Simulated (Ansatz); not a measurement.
CuF: molecular dynamics

The run: molecular dynamics of CuF, SMILES [F][Cu]. Method and program: RKS revPBE-d3bjatm/6-31G* (Ansatz 0.2.0).

The geometry comes from this level: PBE0-D4/def2-TZVP. Figures and captions count atoms from 1; the log counts them from 0 in places.

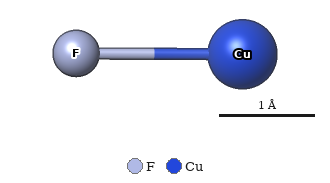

Fig. 1: The input geometry (ball-and-stick view, seen on its broad side). Sticks mark near contacts.

## Input file
```yaml
crystal:
  periodic: [false, false, false]
  atoms:
    - {symbol: F, position_ang: [0.765754, -0.299002, 0.379106]}
    - {symbol: Cu, position_ang: [-0.736354, 0.238902, -0.375106]}
basis:
  gaussian: {orbitals: "6-31G*"}
hamiltonian: {xc: {name: revPBE}, dispersion: d3bjatm}
md: {timestep: 2 fs, n_steps: 30, ensemble: nvt_langevin, temperature: 700, initial_velocities: maxwell_boltzmann, friction: 0.01, seed: 610}
```

Command:
```bash
ansatz run in.yaml --threads 4 --pin off --events-out ev --progress --plain --max-ram 10444MiB
```

## Output
```
Functional definition: revPBE
  name "revPBE"
  cite "Zhang & Yang, Phys. Rev. Lett. 80, 890 (1998) doi:10.1103/PhysRevLett.80.890"
  cite "Perdew, Burke & Ernzerhof, Phys. Rev. Lett. 77, 3865 (1996) doi:10.1103/PhysRevLett.77.3865"
  parameter kappa = 1.245
  parameter beta = 0.06672455060314922
  exchange = pbe_x(kappa = kappa, mu = beta*pi^2/3)
  correlation = pbe_c(beta = beta)
490 factors; their error is unknown
mean field evaluation 1: about -47338.6866 eV, gradient 6.2e1 eV
mean field evaluation 2: about -46948.8968 eV, gradient 4.4e2 eV
mean field evaluation 4: about -47344.2969 eV, gradient 1.4e1 eV
mean field evaluation 8: about -47344.5647 eV, gradient 9.8e-1 eV
mean field evaluation 16: about -47344.5527 eV, gradient 1.1e-4 eV
mean field evaluation 32: about -47344.5527 eV, gradient 2.5e-5 eV
mean field evaluation 64: about -47344.4023 eV, gradient 2.2e0 eV
mean field evaluation 96: about -47343.1187 eV, gradient 1.4e1 eV
mean field -47344.55273357 eV, -1739.8802216681 hartree, gradient 1.7e-5 eV, S^2 0.000000; 8 other end points of the search recorded, 0 dependent functions left out
the calculation of the forces begins
reference -47344.55277552 eV, -1739.8802232098 hartree; 19, 19 occupied and 32, 32 virtual orbitals, 490 factors
md step     0: t =     0.00 fs  T =   350.0 K  F+E_penalty+E_count = -47344.57870262 eV  E_kin = 0.090482 eV  (317 SCF iters)
these checks for a lower state are left out or cut short: starts, cluster_reference, orbital_swaps, neighbouring_geometries, increment
490 factors; their error is unknown
mean field -47344.57222126 eV, -1739.8809378277 hartree, gradient 6.4e-5 eV, S^2 0.000000; 0 other end points of the search recorded, 0 dependent functions left out
the calculation of the forces begins
reference -47344.57226324 eV, -1739.8809393704 hartree; 19, 19 occupied and 32, 32 virtual orbitals, 490 factors
md step     1: t =     2.00 fs  T =   533.9 K  F+E_penalty+E_count = -47344.59819347 eV  E_kin = 0.138035 eV  (27 SCF iters)
[... from here on the SCF iterations and repeated set-up lines of each step are left out, up to the last step ...]
md step     2: t =     4.00 fs  T =   558.8 K  F+E_penalty+E_count = -47344.62370680 eV  E_kin = 0.144471 eV  (28 SCF iters)
md step     3: t =     6.00 fs  T =   473.8 K  F+E_penalty+E_count = -47344.64493310 eV  E_kin = 0.122488 eV  (27 SCF iters)
md step     4: t =     8.00 fs  T =   471.0 K  F+E_penalty+E_count = -47344.66173352 eV  E_kin = 0.121768 eV  (27 SCF iters)
md step     5: t =    10.00 fs  T =   573.8 K  F+E_penalty+E_count = -47344.67502300 eV  E_kin = 0.148345 eV  (27 SCF iters)
md step     6: t =    12.00 fs  T =   685.9 K  F+E_penalty+E_count = -47344.68560096 eV  E_kin = 0.177311 eV  (30 SCF iters)
md step     7: t =    14.00 fs  T =   695.3 K  F+E_penalty+E_count = -47344.69101368 eV  E_kin = 0.179736 eV  (30 SCF iters)
md step     8: t =    16.00 fs  T =   685.8 K  F+E_penalty+E_count = -47344.68678007 eV  E_kin = 0.177303 eV  (29 SCF iters)
md step     9: t =    18.00 fs  T =   400.9 K  F+E_penalty+E_count = -47344.67133637 eV  E_kin = 0.103649 eV  (27 SCF iters)
md step    10: t =    20.00 fs  T =   430.4 K  F+E_penalty+E_count = -47344.65333904 eV  E_kin = 0.111256 eV  (26 SCF iters)
md step    11: t =    22.00 fs  T =   406.5 K  F+E_penalty+E_count = -47344.64021889 eV  E_kin = 0.105084 eV  (26 SCF iters)
md step    12: t =    24.00 fs  T =   205.8 K  F+E_penalty+E_count = -47344.63601165 eV  E_kin = 0.053214 eV  (20 SCF iters)
md step    13: t =    26.00 fs  T =   152.1 K  F+E_penalty+E_count = -47344.64133006 eV  E_kin = 0.039314 eV  (22 SCF iters)
md step    14: t =    28.00 fs  T =   381.8 K  F+E_penalty+E_count = -47344.65995455 eV  E_kin = 0.098709 eV  (27 SCF iters)
md step    15: t =    30.00 fs  T =   469.6 K  F+E_penalty+E_count = -47344.67984127 eV  E_kin = 0.121409 eV  (29 SCF iters)
md step    16: t =    32.00 fs  T =   641.4 K  F+E_penalty+E_count = -47344.69030219 eV  E_kin = 0.165804 eV  (29 SCF iters)
md step    17: t =    34.00 fs  T =   651.3 K  F+E_penalty+E_count = -47344.68814661 eV  E_kin = 0.168368 eV  (29 SCF iters)
md step    18: t =    36.00 fs  T =   594.7 K  F+E_penalty+E_count = -47344.67436107 eV  E_kin = 0.153745 eV  (27 SCF iters)
md step    19: t =    38.00 fs  T =   641.9 K  F+E_penalty+E_count = -47344.65525648 eV  E_kin = 0.165950 eV  (27 SCF iters)
md step    20: t =    40.00 fs  T =   603.4 K  F+E_penalty+E_count = -47344.63708021 eV  E_kin = 0.156002 eV  (27 SCF iters)
md step    21: t =    42.00 fs  T =   539.3 K  F+E_penalty+E_count = -47344.62496720 eV  E_kin = 0.139408 eV  (27 SCF iters)
md step    22: t =    44.00 fs  T =   524.7 K  F+E_penalty+E_count = -47344.62179159 eV  E_kin = 0.135639 eV  (21 SCF iters)
md step    23: t =    46.00 fs  T =   493.0 K  F+E_penalty+E_count = -47344.62393988 eV  E_kin = 0.127442 eV  (21 SCF iters)
md step    24: t =    48.00 fs  T =   609.7 K  F+E_penalty+E_count = -47344.62806863 eV  E_kin = 0.157611 eV  (21 SCF iters)
md step    25: t =    50.00 fs  T =   784.7 K  F+E_penalty+E_count = -47344.64008081 eV  E_kin = 0.202851 eV  (27 SCF iters)
md step    26: t =    52.00 fs  T =   836.5 K  F+E_penalty+E_count = -47344.65777987 eV  E_kin = 0.216240 eV  (27 SCF iters)
md step    27: t =    54.00 fs  T =   878.6 K  F+E_penalty+E_count = -47344.67429124 eV  E_kin = 0.227145 eV  (27 SCF iters)
md step    28: t =    56.00 fs  T =  1069.4 K  F+E_penalty+E_count = -47344.68771809 eV  E_kin = 0.276455 eV  (30 SCF iters)
md step    29: t =    58.00 fs  T =  1001.9 K  F+E_penalty+E_count = -47344.69052047 eV  E_kin = 0.259000 eV  (29 SCF iters)
these checks for a lower state are left out or cut short: starts, cluster_reference, orbital_swaps, neighbouring_geometries, increment
490 factors; their error is unknown
mean field evaluation 288: about -47344.6568 eV, gradient 5.0e-2 eV
mean field -47344.65676495 eV, -1739.8840447511 hartree, gradient 4.3e-6 eV, S^2 0.000000; 0 other end points of the search recorded, 0 dependent functions left out
the calculation of the forces begins
reference -47344.65680711 eV, -1739.8840463002 hartree; 19, 19 occupied and 32, 32 virtual orbitals, 490 factors
490 factors; their error is unknown
mean field evaluation 320: about -47344.6564 eV, gradient 1.3e-1 eV
mean field -47344.65676495 eV, -1739.8840447511 hartree, gradient 4.3e-6 eV, S^2 0.000000; 5 other end points of the search recorded, 0 dependent functions left out
the calculation of the forces begins
reference -47344.65680711 eV, -1739.8840463002 hartree; 19, 19 occupied and 32, 32 virtual orbitals, 490 factors
md step    30: t =    60.00 fs  T =   951.2 K  F+E_penalty+E_count = -47344.68277889 eV  E_kin = 0.245892 eV  (171 SCF iters)
```

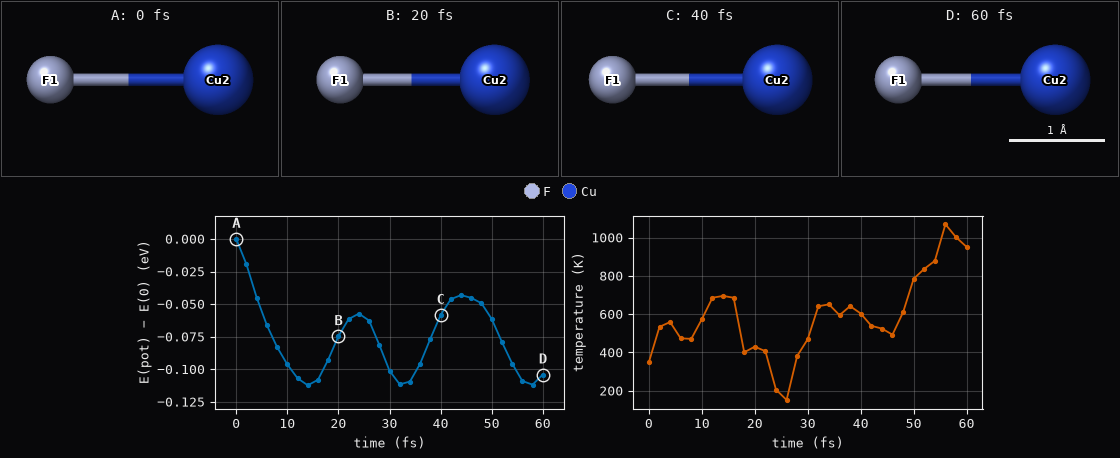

Fig. 2: Frames of the molecular dynamics (ball-and-stick, seen on its broad side) above the curves, on which the letters mark them. The trajectory kept here has 31 frames over 60 fs. The temperature starts at 350 K, ranges from 152 to 1069 K and averages 706 K over the second half. The potential energy ends 0.104 eV below its first value. After an unweighted best fit of the last frame on the first, the root-mean-square displacement is 0.06 Å.

```
Total energy: -47344.68282104 eV, -1739.8850022945 hartree
Atom 0 at     0.590276     0.058722     0.420925 Å, force     0.660522     0.024314     0.364756 eV/Å
Atom 1 at    -0.852915     0.005597    -0.376039 Å, force    -0.660522    -0.024314    -0.364756 eV/Å
Dipole moment:    -0.592639    -0.021816    -0.327269 e Å
```

## Trajectory as extended XYZ (Å, eV, eV/Å), 31 frames, from step=0 to step=30
```
2
Properties=species:S:1:pos:R:3:forces:R:3 step=0 time_fs=0.0 energy=-47344.57870 temperature=350.0
F     0.7658   -0.2990    0.3791   -1.8884   0.6762  -0.9482
Cu   -0.7364    0.2389   -0.3751    1.8884  -0.6762   0.9482
2
Properties=species:S:1:pos:R:3:forces:R:3 step=1 time_fs=2.0 energy=-47344.59819 temperature=533.9
F     0.7609   -0.2820    0.3836   -1.7490   0.6022  -0.8882
Cu   -0.7356    0.2332   -0.3764    1.7490  -0.6022   0.8882
2
Properties=species:S:1:pos:R:3:forces:R:3 step=2 time_fs=4.0 energy=-47344.62371 temperature=558.8
F     0.7521   -0.2640    0.3872   -1.5292   0.5042  -0.7860
Cu   -0.7349    0.2263   -0.3771    1.5292  -0.5042   0.7860
2
Properties=species:S:1:pos:R:3:forces:R:3 step=3 time_fs=6.0 energy=-47344.64493 temperature=473.8
F     0.7423   -0.2483    0.3901   -1.2982   0.4104  -0.6745
Cu   -0.7355    0.2189   -0.3777    1.2982  -0.4104   0.6745
2
Properties=species:S:1:pos:R:3:forces:R:3 step=4 time_fs=8.0 energy=-47344.66173 temperature=471.0
F     0.7323   -0.2349    0.3922   -1.0609   0.3220  -0.5563
Cu   -0.7365    0.2109   -0.3780    1.0609  -0.3220   0.5563
2
Properties=species:S:1:pos:R:3:forces:R:3 step=5 time_fs=10.0 energy=-47344.67502 temperature=573.8
F     0.7220   -0.2209    0.3948   -0.8045   0.2334  -0.4263
Cu   -0.7376    0.2025   -0.3786    0.8045  -0.2334   0.4263
2
Properties=species:S:1:pos:R:3:forces:R:3 step=6 time_fs=12.0 energy=-47344.68560 temperature=685.9
F     0.7095   -0.2053    0.3966   -0.4846   0.1336  -0.2597
Cu   -0.7391    0.1940   -0.3797    0.4846  -0.1336   0.2597
2
Properties=species:S:1:pos:R:3:forces:R:3 step=7 time_fs=14.0 energy=-47344.69101 temperature=695.3
F     0.6948   -0.1901    0.3982   -0.0724   0.0189  -0.0393
Cu   -0.7402    0.1849   -0.3799    0.0724  -0.0189   0.0393
2
Properties=species:S:1:pos:R:3:forces:R:3 step=8 time_fs=16.0 energy=-47344.68678 temperature=685.8
F     0.6783   -0.1753    0.3979    0.4613  -0.1144   0.2526
Cu   -0.7407    0.1765   -0.3792   -0.4613   0.1144  -0.2526
2
Properties=species:S:1:pos:R:3:forces:R:3 step=9 time_fs=18.0 energy=-47344.67134 temperature=400.9
F     0.6643   -0.1621    0.3938    1.0208  -0.2408   0.5615
Cu   -0.7409    0.1694   -0.3792   -1.0208   0.2408  -0.5615
2
Properties=species:S:1:pos:R:3:forces:R:3 step=10 time_fs=20.0 energy=-47344.65334 temperature=430.4
F     0.6554   -0.1512    0.3891    1.4493  -0.3243   0.7963
Cu   -0.7423    0.1616   -0.3788   -1.4493   0.3243  -0.7963
2
Properties=species:S:1:pos:R:3:forces:R:3 step=11 time_fs=22.0 energy=-47344.64022 temperature=406.5
F     0.6500   -0.1398    0.3858    1.7116  -0.3597   0.9363
Cu   -0.7459    0.1536   -0.3779   -1.7116   0.3597  -0.9363
2
Properties=species:S:1:pos:R:3:forces:R:3 step=12 time_fs=24.0 energy=-47344.63601 temperature=205.8
F     0.6488   -0.1295    0.3833    1.7941  -0.3548   0.9753
Cu   -0.7499    0.1471   -0.3771   -1.7941   0.3548  -0.9753
2
Properties=species:S:1:pos:R:3:forces:R:3 step=13 time_fs=26.0 energy=-47344.64133 temperature=152.1
F     0.6507   -0.1219    0.3833    1.7005  -0.3201   0.9202
Cu   -0.7536    0.1425   -0.3767   -1.7005   0.3201  -0.9202
2
Properties=species:S:1:pos:R:3:forces:R:3 step=14 time_fs=28.0 energy=-47344.65996 temperature=381.8
F     0.6572   -0.1161    0.3875    1.3197  -0.2368   0.7120
Cu   -0.7591    0.1381   -0.3767   -1.3197   0.2368  -0.7120
2
Properties=species:S:1:pos:R:3:forces:R:3 step=15 time_fs=30.0 energy=-47344.67984 temperature=469.6
F     0.6671   -0.1106    0.3942    0.7701  -0.1308   0.4139
Cu   -0.7667    0.1329   -0.3765   -0.7701   0.1308  -0.4139
2
Properties=species:S:1:pos:R:3:forces:R:3 step=16 time_fs=32.0 energy=-47344.69030 temperature=641.4
F     0.6773   -0.1057    0.4016    0.2012  -0.0322   0.1077
Cu   -0.7760    0.1270   -0.3766   -0.2012   0.0322  -0.1077
2
Properties=species:S:1:pos:R:3:forces:R:3 step=17 time_fs=34.0 energy=-47344.68815 temperature=651.3
F     0.6881   -0.1017    0.4112   -0.3670   0.0554  -0.1961
Cu   -0.7860    0.1208   -0.3765    0.3670  -0.0554   0.1961
2
Properties=species:S:1:pos:R:3:forces:R:3 step=18 time_fs=36.0 energy=-47344.67436 temperature=594.7
F     0.6987   -0.0964    0.4228   -0.8382   0.1182  -0.4480
Cu   -0.7943    0.1142   -0.3753    0.8382  -0.1182   0.4480
2
Properties=species:S:1:pos:R:3:forces:R:3 step=19 time_fs=38.0 energy=-47344.65526 temperature=641.9
F     0.7078   -0.0888    0.4332   -1.1895   0.1538  -0.6355
Cu   -0.8016    0.1064   -0.3732    1.1895  -0.1538   0.6355
2
Properties=species:S:1:pos:R:3:forces:R:3 step=20 time_fs=40.0 energy=-47344.63708 temperature=603.4
F     0.7133   -0.0789    0.4412   -1.4286   0.1653  -0.7633
Cu   -0.8088    0.0972   -0.3720    1.4286  -0.1653   0.7633
2
Properties=species:S:1:pos:R:3:forces:R:3 step=21 time_fs=42.0 energy=-47344.62497 temperature=539.3
F     0.7141   -0.0680    0.4475   -1.5605   0.1589  -0.8357
Cu   -0.8151    0.0877   -0.3715    1.5605  -0.1589   0.8357
2
Properties=species:S:1:pos:R:3:forces:R:3 step=22 time_fs=44.0 energy=-47344.62179 temperature=524.7
F     0.7110   -0.0572    0.4507   -1.5929   0.1407  -0.8553
Cu   -0.8204    0.0780   -0.3716    1.5929  -0.1407   0.8553
2
Properties=species:S:1:pos:R:3:forces:R:3 step=23 time_fs=46.0 energy=-47344.62394 temperature=493.0
F     0.7055   -0.0454    0.4515   -1.5714   0.1173  -0.8473
Cu   -0.8247    0.0688   -0.3737    1.5714  -0.1173   0.8473
2
Properties=species:S:1:pos:R:3:forces:R:3 step=24 time_fs=48.0 energy=-47344.62807 temperature=609.7
F     0.6979   -0.0323    0.4525   -1.5278   0.0925  -0.8295
Cu   -0.8290    0.0601   -0.3765    1.5278  -0.0925   0.8295
2
Properties=species:S:1:pos:R:3:forces:R:3 step=25 time_fs=50.0 energy=-47344.64008 temperature=784.7
F     0.6856   -0.0187    0.4522   -1.3921   0.0635  -0.7611
Cu   -0.8335    0.0506   -0.3784    1.3921  -0.0635   0.7611
2
Properties=species:S:1:pos:R:3:forces:R:3 step=26 time_fs=52.0 energy=-47344.65778 temperature=836.5
F     0.6696   -0.0040    0.4493   -1.1507   0.0343  -0.6324
Cu   -0.8377    0.0409   -0.3791    1.1507  -0.0343   0.6324
2
Properties=species:S:1:pos:R:3:forces:R:3 step=27 time_fs=54.0 energy=-47344.67429 temperature=878.6
F     0.6523    0.0122    0.4444   -0.8404   0.0112  -0.4631
Cu   -0.8418    0.0321   -0.3790    0.8404  -0.0112   0.4631
2
Properties=species:S:1:pos:R:3:forces:R:3 step=28 time_fs=56.0 energy=-47344.68772 temperature=1069.4
F     0.6312    0.0277    0.4371   -0.3923  -0.0010  -0.2165
Cu   -0.8458    0.0239   -0.3782    0.3923   0.0010   0.2165
2
Properties=species:S:1:pos:R:3:forces:R:3 step=29 time_fs=58.0 energy=-47344.69052 temperature=1001.9
F     0.6086    0.0423    0.4289    0.1727   0.0032   0.0954
Cu   -0.8493    0.0152   -0.3767   -0.1727  -0.0032  -0.0954
2
Properties=species:S:1:pos:R:3:forces:R:3 step=30 time_fs=60.0 energy=-47344.68278 temperature=951.2
F     0.5903    0.0587    0.4209    0.6605   0.0243   0.3648
Cu   -0.8529    0.0056   -0.3760   -0.6605  -0.0243  -0.3648
```

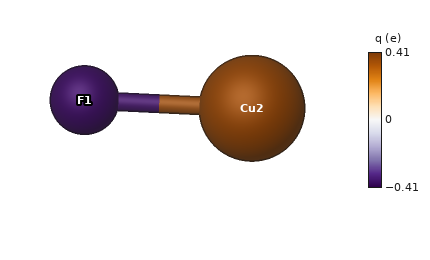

Fig. 3: Mulliken charges, as the colour of each atom (ball-and-stick view, seen at an oblique angle; atoms are numbered from 1 in the order of the input). By element: F −0.39 and Cu +0.39 e.

## Results in brief

- outcome: finished
- mean temperature over the second half: 706 K
- trajectory: 30 steps, 60 fs
- ensemble: nvt_langevin
- temperature in the input: 700 K
- time step: 2 fs
- potential energy (last step): −47344.6828 eV
- mean-field energy (last step): −47344.6568 eV
- dispersion energy (last step): −0.0260 eV
- SCF solution under orbital rotations (last step): stable
- largest force (length of the vector) (last step): 0.755 eV/Å
- dipole moment (last step): 3.25 D
- hardware: 4 threads of AMD EPYC, 15 GiB of memory available, shared host
- wall time: 8.5 s (CPU time 27 s)
- peak memory: 0.19 GiB

So short a trajectory is not equilibrated. The logged temperature at the start can lie below the typed one, since it is counted over all degrees of freedom.
